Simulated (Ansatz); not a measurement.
## WH2Cl4: nudged elastic band

System: WH2Cl4.
Method: RKS PBE-D4/def2-SVP (Ansatz 0.2.0).

It belongs to a series of runs on one base structure; here: band between the two ends.

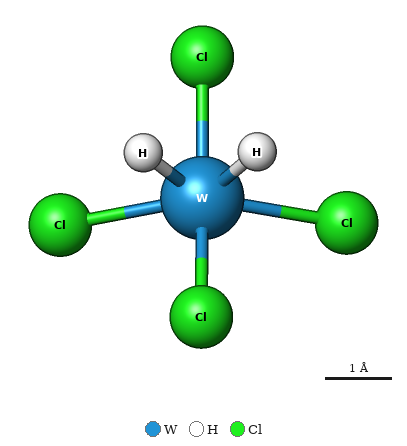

*The structure as given in the input (ball-and-stick view, seen at a tilt). Sticks mark near contacts.*

Bond lengths as drawn: Cl–W 2.28 to 2.33 Å and H–W 1.68 Å.

### Input file
```yaml
crystal:
  periodic: [false, false, false]
  atoms:
    - { symbol: W, position_ang: [-0.163448, 0.0, -0.163448] }
    - { symbol: H, position_ang: [0.243894, -0.000819, 1.470185] }
    - { symbol: H, position_ang: [1.470185, 0.000819, 0.243894] }
    - { symbol: Cl, position_ang: [0.081179, 2.256093, 0.080258] }
    - { symbol: Cl, position_ang: [-2.281673, 0.001029, 0.799304] }
    - { symbol: Cl, position_ang: [0.080258, -2.256093, 0.081179] }
    - { symbol: Cl, position_ang: [0.799304, -0.001029, -2.281673] }
basis:
  gaussian: { orbitals: def2-SVP }
hamiltonian:
  xc: pbe
  dispersion: d4
neb:
  order_check: false
  images: 9
  f_tol: 0.05
  max_iterations: 60
  final_atoms:
    - { symbol: W, position_ang: [-0.75842514, 0.0, -0.75842514] }
    - { symbol: H, position_ang: [1.73305814, -0.00365204, 2.27639357] }
    - { symbol: H, position_ang: [2.27639357, 0.00365204, 1.73305814] }
    - { symbol: Cl, position_ang: [-0.23490991, 2.13849757, -0.23702737] }
    - { symbol: Cl, position_ang: [-2.7905239, 0.0014104, 0.24113362] }
    - { symbol: Cl, position_ang: [-0.23702737, -2.13849757, -0.23490991] }
    - { symbol: Cl, position_ang: [0.24113362, -0.0014104, -2.7905239] }
  initial_path:
    images:
      - { positions_ang: [[-0.163448, 0.0, -0.163448], [0.243894, -0.000819, 1.470185], [1.470185, 0.000819, 0.243894], [0.081179, 2.256093, 0.080258], [-2.281673, 0.001029, 0.799304], [0.080258, -2.256093, 0.081179], [0.799304, -0.001029, -2.281673]] }
      - { positions_ang: [[-0.13075843, 0.0, -0.13075843], [0.38567517, -0.0006246, 1.50952797], [1.50952797, 0.0006246, 0.38567517], [0.06504558, 2.28287438, 0.06410396], [-2.30333842, 0.00092561, 0.63944316], [0.06410396, -2.28287438, 0.06504558], [0.63944316, -0.00092561, -2.30333842]] }
      - { positions_ang: [[-0.09806886, 0.0, -0.09806886], [0.52745635, -0.0004302, 1.54887094], [1.54887094, 0.0004302, 0.52745635], [0.04891216, 2.30965576, 0.04794992], [-2.32500384, 0.00082222, 0.47958232], [0.04794992, -2.30965576, 0.04891216], [0.47958232, -0.00082222, -2.32500384]] }
      - { positions_ang: [[-0.06537929, 0.0, -0.06537929], [0.66923752, -0.0002358, 1.5882139], [1.5882139, 0.0002358, 0.66923752], [0.03277874, 2.33643713, 0.03179589], [-2.34666925, 0.00071883, 0.31972148], [0.03179589, -2.33643713, 0.03277874], [0.31972148, -0.00071883, -2.34666925]] }
      - { positions_ang: [[-0.03268971, 0.0, -0.03268971], [0.8110187, -4.141e-05, 1.62755687], [1.62755687, 4.141e-05, 0.8110187], [0.01664532, 2.36321851, 0.01564185], [-2.36833467, 0.00061544, 0.15986064], [0.01564185, -2.36321851, 0.01664532], [0.15986064, -0.00061544, -2.36833467]] }
      - { positions_ang: [[-1.4e-07, 0.0, -1.4e-07], [0.95279987, 0.00015299, 1.66689984], [1.66689984, -0.00015299, 0.95279987], [0.0005119, 2.38999989, -0.00051219], [-2.39000009, 0.00051204, -2.0e-07], [-0.00051219, -2.38999989, 0.0005119], [-2.0e-07, -0.00051204, -2.39000009]] }
      - { positions_ang: [[-0.15168514, 0.0, -0.15168514], [1.10885153, -0.00060801, 1.78879859], [1.78879859, 0.00060801, 1.10885153], [-0.04657246, 2.33969943, -0.04781522], [-2.47010485, 0.00069172, 0.04822657], [-0.04781522, -2.33969943, -0.04657246], [0.04822657, -0.00069172, -2.47010485]] }
      - { positions_ang: [[-0.30337014, 0.0, -0.30337014], [1.26490318, -0.00136902, 1.91069733], [1.91069733, 0.00136902, 1.26490318], [-0.09365682, 2.28939896, -0.09511826], [-2.55020961, 0.00087139, 0.09645333], [-0.09511826, -2.28939896, -0.09365682], [0.09645333, -0.00087139, -2.55020961]] }
      - { positions_ang: [[-0.45505514, 0.0, -0.45505514], [1.42095483, -0.00213003, 2.03259608], [2.03259608, 0.00213003, 1.42095483], [-0.14074119, 2.2390985, -0.1424213], [-2.63031438, 0.00105106, 0.14468009], [-0.1424213, -2.2390985, -0.14074119], [0.14468009, -0.00105106, -2.63031438]] }
      - { positions_ang: [[-0.60674014, 0.0, -0.60674014], [1.57700649, -0.00289103, 2.15449483], [2.15449483, 0.00289103, 1.57700649], [-0.18782555, 2.18879804, -0.18972433], [-2.71041914, 0.00123073, 0.19290685], [-0.18972433, -2.18879804, -0.18782555], [0.19290685, -0.00123073, -2.71041914]] }
      - { positions_ang: [[-0.75842514, 0.0, -0.75842514], [1.73305814, -0.00365204, 2.27639357], [2.27639357, 0.00365204, 1.73305814], [-0.23490991, 2.13849757, -0.23702737], [-2.7905239, 0.0014104, 0.24113362], [-0.23702737, -2.13849757, -0.23490991], [0.24113362, -0.0014104, -2.7905239]] }
```

Launched with:
```bash
ansatz run input.yaml --threads 4 --pin off --max-ram 5120MiB --backend cpu --events-out ev --progress --plain --runs-dir out
```

### The program's output
```
Engine: ansatz 0.2.0, aarch64-unknown-linux-gnu
Functional definition: PBE
  parameter kappa = 0.804
  parameter beta = 0.06672455060314922
  exchange = pbe_x(kappa = kappa, mu = beta*pi^2/3)
  correlation = pbe_c(beta = beta)
1203 factors; their error is unknown
mean field evaluation 1: about -51916.2006 eV, gradient 2.6e1 eV
mean field evaluation 2: about -51902.1779 eV, gradient 8.3e1 eV
mean field evaluation 4: about -51917.8874 eV, gradient 6.2e0 eV
mean field evaluation 8: about -51917.9758 eV, gradient 1.9e-1 eV
mean field evaluation 16: about -51917.8996 eV, gradient 7.4e-4 eV
mean field -51917.89960307 eV, -1907.9476191966 hartree, gradient 4.3e-5 eV, S^2 0.000000; 0 other end points of the search recorded, 0 dependent functions left out
the calculation of the forces begins
reference -51917.89966960 eV, -1907.9476216413 hartree; 42, 42 occupied and 72, 72 virtual orbitals, 1203 factors
1203 factors; their error is unknown
mean field evaluation 32: about -51917.1378 eV, gradient 2.1e-1 eV
mean field -51917.13791880 eV, -1907.9196278158 hartree, gradient 8.2e-6 eV, S^2 0.000000; 3 other end points of the search recorded, 0 dependent functions left out
[... from here on the field's lines of each further geometry are left out, up to the last ...]
WARN: the results are in doubt because the forces break the atoms' symmetry
NEB iter   1: max|band force component| = 2.585e0 eV/Å  barrier→ = 2.6456 eV  barrier← = 1.8398 eV  Δτ_max = 0.2000 Å  (3488 SCF iters)
NEB iter   2: max|band force component| = 2.581e0 eV/Å  barrier→ = 2.0183 eV  barrier← = 1.2125 eV  Δτ_max = 0.1007 Å  (518 SCF iters)
NEB iter   3: max|band force component| = 1.281e0 eV/Å  barrier→ = 1.7776 eV  barrier← = 0.9718 eV  Δτ_max = 0.2000 Å  (432 SCF iters)
NEB iter   4: max|band force component| = 5.931e-1 eV/Å  barrier→ = 1.2335 eV  barrier← = 0.4277 eV  Δτ_max = 0.1989 Å  (396 SCF iters)
NEB iter   5: max|band force component| = 1.400e0 eV/Å  barrier→ = 1.0977 eV  barrier← = 0.2919 eV  Δτ_max = 0.0982 Å  (392 SCF iters)
NEB iter   6: max|band force component| = 6.378e-1 eV/Å  barrier→ = 0.9903 eV  barrier← = 0.1845 eV  Δτ_max = 0.1967 Å  (350 SCF iters)
NEB iter   7: max|band force component| = 5.081e-1 eV/Å  barrier→ = 0.9195 eV  barrier← = 0.1137 eV  Δτ_max = 0.1951 Å  (359 SCF iters)
NEB iter   8: max|band force component| = 5.195e-1 eV/Å  barrier→ = 0.9458 eV  barrier← = 0.1400 eV  Δτ_max = 0.0975 Å  (338 SCF iters)
NEB iter   9: max|band force component| = 4.588e-1 eV/Å  barrier→ = 0.9396 eV  barrier← = 0.1338 eV  CI = image 6  Δτ_max = 0.0972 Å  (339 SCF iters)
NEB iter  10: max|band force component| = 5.018e-1 eV/Å  barrier→ = 0.9369 eV  barrier← = 0.1311 eV  CI = image 6  Δτ_max = 0.0492 Å  (342 SCF iters)
NEB iter  11: max|band force component| = 2.660e-1 eV/Å  barrier→ = 0.9360 eV  barrier← = 0.1302 eV  CI = image 6  Δτ_max = 0.0491 Å  (322 SCF iters)
NEB iter  12: max|band force component| = 2.322e-1 eV/Å  barrier→ = 0.9358 eV  barrier← = 0.1300 eV  CI = image 6  Δτ_max = 0.0489 Å  (327 SCF iters)
NEB iter  13: max|band force component| = 1.391e-1 eV/Å  barrier→ = 0.9358 eV  barrier← = 0.1300 eV  CI = image 6  Δτ_max = 0.0978 Å  (316 SCF iters)
NEB iter  14: max|band force component| = 1.954e-1 eV/Å  barrier→ = 0.9357 eV  barrier← = 0.1300 eV  CI = image 6  Δτ_max = 0.0483 Å  (328 SCF iters)
NEB iter  15: max|band force component| = 1.693e-1 eV/Å  barrier→ = 0.9357 eV  barrier← = 0.1300 eV  CI = image 6  Δτ_max = 0.0980 Å  (314 SCF iters)
NEB iter  16: max|band force component| = 9.402e-2 eV/Å  barrier→ = 0.9357 eV  barrier← = 0.1300 eV  CI = image 6  Δτ_max = 0.1186 Å  (319 SCF iters)
NEB iter  17: max|band force component| = 8.905e-2 eV/Å  barrier→ = 0.9357 eV  barrier← = 0.1300 eV  CI = image 6  Δτ_max = 0.0443 Å  (303 SCF iters)
NEB iter  18: max|band force component| = 1.025e-1 eV/Å  barrier→ = 0.9357 eV  barrier← = 0.1300 eV  CI = image 6  Δτ_max = 0.0187 Å  (286 SCF iters)
the calculation of the forces begins
reference -51917.15862754 eV, -1907.9203888482 hartree; 42, 42 occupied and 72, 72 virtual orbitals, 1203 factors
1203 factors; their error is unknown
mean field evaluation 2592: about -51916.3003 eV, gradient 1.0e1 eV
mean field -51916.97859309 eV, -1907.9137727041 hartree, gradient 1.4e-5 eV, S^2 0.000000; 5 other end points of the search recorded, 0 dependent functions left out
the calculation of the forces begins
reference -51916.97865860 eV, -1907.9137751116 hartree; 42, 42 occupied and 72, 72 virtual orbitals, 1203 factors
NEB iter  19: max|band force component| = 3.894e-2 eV/Å  barrier→ = 0.9357 eV  barrier← = 0.1300 eV  CI = image 6  Δτ_max = 0.0000 Å  (808 SCF iters)
```

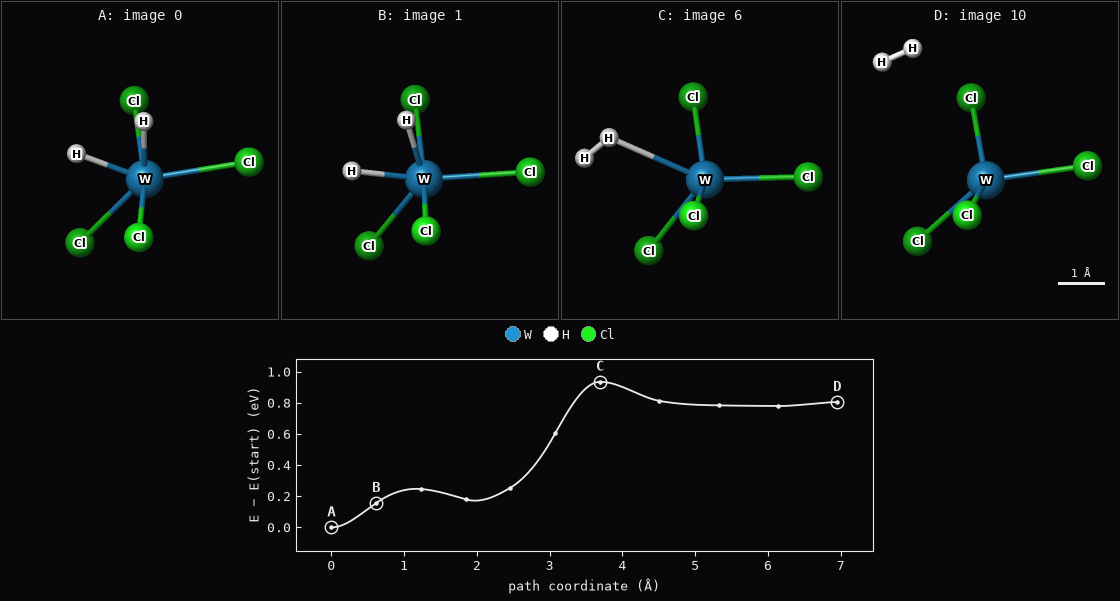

*Images of the last band (counted from 0; ball-and-stick, seen at a tilt) above the energy along the path; the line is a cubic interpolation that uses the forces.*

The highest image is number 6, 0.936 eV above the start and 0.130 eV above the end (the climbing image); the end lies 0.806 eV above the start. A further maximum stands at image 2, 0.247 eV from the start, so the path isn't one elementary step. The path is 6.95 Å long. The band converged in 19 iterations.

```
Total energy: -51917.28357186 eV, -1907.9249804672 hartree
Atom 0 at    -0.556703     0.001011    -0.171116 Å, force     0.000032     0.000042    -0.000005 eV/Å
Atom 1 at     1.463545    -0.003866     1.114827 Å, force     0.000002    -0.000002    -0.000009 eV/Å
Atom 2 at     2.038342    -0.003106     0.585139 Å, force    -0.000009    -0.000002     0.000004 eV/Å
Atom 3 at    -0.343242     2.163348     0.490172 Å, force    -0.000004     0.000001    -0.000022 eV/Å
Atom 4 at    -2.818873     0.003234    -0.239709 Å, force    -0.000015     0.000000     0.000007 eV/Å
Atom 5 at    -0.347116    -2.164843     0.479817 Å, force    -0.000000    -0.000048     0.000001 eV/Å
Atom 6 at     0.793746     0.004222    -2.029431 Å, force    -0.000005     0.000008     0.000024 eV/Å
Dipole moment:     0.133077    -0.000509     0.161525 e Å
this run last wrote the band of iteration 19 to [file]
```

### The last band as extended XYZ (Å, eV, eV/Å)
```
7
Properties=species:S:1:pos:R:3:forces:R:3 image=0 energy=-51918.21925
W    -0.1634    0.0000   -0.1634    0.0003   0.0000   0.0003
H     0.2439   -0.0008    1.4702    0.0094   0.0014  -0.0037
H     1.4702    0.0008    0.2439   -0.0037  -0.0014   0.0094
Cl    0.0812    2.2561    0.0803   -0.0058  -0.0163  -0.0049
Cl   -2.2817    0.0010    0.7993    0.0056   0.0001  -0.0008
Cl    0.0803   -2.2561    0.0812   -0.0049   0.0163  -0.0058
Cl    0.7993   -0.0010   -2.2817   -0.0008  -0.0001   0.0056
7
Properties=species:S:1:pos:R:3:forces:R:3 image=1 energy=-51918.06233
W    -0.1397   -0.0342   -0.1176   -0.0223   0.0188  -0.0337
H     0.5140   -0.1312    1.4269   -0.1574   0.0339   0.0394
H     1.5216    0.2249    0.1255    0.0072  -0.1127   0.0559
Cl   -0.0014    2.2229    0.3137    0.0369   0.0335  -0.1288
Cl   -2.3852    0.1179    0.5128    0.0255  -0.0392   0.1660
Cl    0.0099   -2.2851    0.2207    0.0573   0.0179  -0.0762
Cl    0.7105   -0.1151   -2.2523    0.0528   0.0479  -0.0227
7
Properties=species:S:1:pos:R:3:forces:R:3 image=2 energy=-51917.97235
W    -0.1079   -0.0810   -0.0521   -0.0051   0.0112   0.0117
H     0.7991   -0.1982    1.3558    0.0145  -0.0029  -0.0058
H     1.5077    0.4254    0.0290    0.0028   0.0093  -0.0081
Cl   -0.0733    2.1775    0.5595   -0.0058  -0.0129   0.0178
Cl   -2.4193    0.2011    0.1875    0.0009   0.0040  -0.0194
Cl   -0.0989   -2.3226    0.3575   -0.0043  -0.0006   0.0111
Cl    0.6224   -0.2022   -2.2076   -0.0029  -0.0082  -0.0073
7
Properties=species:S:1:pos:R:3:forces:R:3 image=3 energy=-51918.03863
W    -0.0742   -0.0847   -0.0353    0.0294   0.0453   0.0185
H     0.9740   -0.2078    1.2773    0.0830   0.0203  -0.0636
H     1.4699    0.5938   -0.1107    0.0264  -0.0494   0.0086
Cl   -0.1151    2.0775    0.8865   -0.0185  -0.0347   0.0581
Cl   -2.3823    0.2665   -0.1229   -0.0403  -0.0200  -0.1152
Cl   -0.1996   -2.2848    0.5357   -0.0177   0.0096   0.0674
Cl    0.5571   -0.3605   -2.2009   -0.0623   0.0288   0.0262
7
Properties=species:S:1:pos:R:3:forces:R:3 image=4 energy=-51917.96399
W    -0.1393   -0.0351    0.0353    0.1141  -0.0309   0.0242
H     1.1276   -0.0721    1.1826   -0.1108  -0.0318   0.0815
H     1.5818    0.2333    0.0630   -0.0860   0.1238  -0.1365
Cl   -0.1369    2.1268    0.7857    0.0305  -0.0373   0.1023
Cl   -2.4671    0.1254   -0.3215    0.0823   0.0596  -0.0800
Cl   -0.1872   -2.2174    0.6599    0.0375  -0.0029   0.0360
Cl    0.4507   -0.1610   -2.1753   -0.0676  -0.0804  -0.0275
7
Properties=species:S:1:pos:R:3:forces:R:3 image=5 energy=-51917.61520
W    -0.3023    0.0015    0.0049    0.4135  -0.0042   0.2643
H     1.2776   -0.0115    1.0888   -0.3527  -0.0006   0.0230
H     1.7225   -0.0098    0.3458   -0.5088   0.0038  -0.3091
Cl   -0.2489    2.1927    0.5985    0.1166   0.0512   0.1422
Cl   -2.6112    0.0126   -0.2722    0.3408   0.0000  -0.1784
Cl   -0.2673   -2.1981    0.5687    0.1178  -0.0517   0.1421
Cl    0.6593    0.0127   -2.1048   -0.1273   0.0013  -0.0841
7
Properties=species:S:1:pos:R:3:forces:R:3 image=6 energy=-51917.28351
W    -0.5567    0.0010   -0.1711    0.0000   0.0000   0.0000
H     1.4635   -0.0039    1.1148    0.0000   0.0000   0.0000
H     2.0383   -0.0031    0.5851    0.0000   0.0000   0.0000
Cl   -0.3432    2.1633    0.4902    0.0000   0.0000   0.0000
Cl   -2.8189    0.0032   -0.2397    0.0000   0.0000   0.0000
Cl   -0.3471   -2.1648    0.4798    0.0000   0.0000   0.0000
Cl    0.7937    0.0042   -2.0294    0.0000   0.0000   0.0000
7
Properties=species:S:1:pos:R:3:forces:R:3 image=7 energy=-51917.40595
W    -0.7757   -0.0007   -0.4052   -0.0283  -0.0001  -0.0268
H     1.7378    0.0016    1.3327    0.0379   0.0001   0.0219
H     2.4197    0.0021    0.9768    0.0495   0.0001   0.0414
Cl   -0.4594    2.1360    0.2755   -0.0123  -0.0034  -0.0244
Cl   -3.0249   -0.0020   -0.1821   -0.0264   0.0000   0.0174
Cl   -0.4567   -2.1361    0.2786   -0.0124   0.0034  -0.0244
Cl    0.7888   -0.0009   -2.0467   -0.0079   0.0000  -0.0051
7
Properties=species:S:1:pos:R:3:forces:R:3 image=8 energy=-51917.43511
W    -0.8228   -0.0026   -0.5636   -0.0010   0.0000  -0.0016
H     1.7997    0.0016    1.4505    0.0011   0.0003   0.0009
H     2.5548    0.0116    1.6003    0.0019  -0.0005   0.0065
Cl   -0.4310    2.1378    0.0588    0.0001   0.0005  -0.0024
Cl   -3.0266    0.0000   -0.0504    0.0000   0.0000   0.0025
Cl   -0.4347   -2.1419    0.0650    0.0006  -0.0001  -0.0022
Cl    0.5904   -0.0064   -2.3310   -0.0028   0.0000  -0.0036
7
Properties=species:S:1:pos:R:3:forces:R:3 image=9 energy=-51917.43916
W    -0.7625   -0.0013   -0.6762   -0.0001   0.0002  -0.0005
H     1.7142    0.0048    1.5653    0.0002  -0.0003   0.0048
H     2.3229    0.0016    2.0370   -0.0005   0.0003  -0.0017
Cl   -0.2676    2.1379   -0.1287    0.0004   0.0000  -0.0010
Cl   -2.8460    0.0006    0.2061    0.0007   0.0000   0.0008
Cl   -0.2675   -2.1381   -0.1197    0.0004  -0.0001  -0.0010
Cl    0.3361   -0.0054   -2.6541   -0.0011   0.0000  -0.0014
7
Properties=species:S:1:pos:R:3:forces:R:3 image=10 energy=-51917.41346
W    -0.7584    0.0000   -0.7584   -0.0150   0.0000  -0.0150
H     1.7331   -0.0037    2.2764    0.0101  -0.0001  -0.0077
H     2.2764    0.0037    1.7331   -0.0077   0.0001   0.0101
Cl   -0.2349    2.1385   -0.2370    0.0039   0.0025   0.0041
Cl   -2.7905    0.0014    0.2411    0.0141   0.0001  -0.0095
Cl   -0.2370   -2.1385   -0.2349    0.0041  -0.0025   0.0039
Cl    0.2411   -0.0014   -2.7905   -0.0095  -0.0001   0.0141
```

### Key numbers

```tsv
quantity	value
outcome	converged
barrier, forward	0.936 eV
barrier, backward	0.130 eV
hardware	4 threads of Arm Neoverse V2, 24 GiB of memory available, shared host
wall time	5.1 min (CPU time 19 min)
peak memory	0.27 GiB
```

### Remarks

The order of the saddle point was not checked.
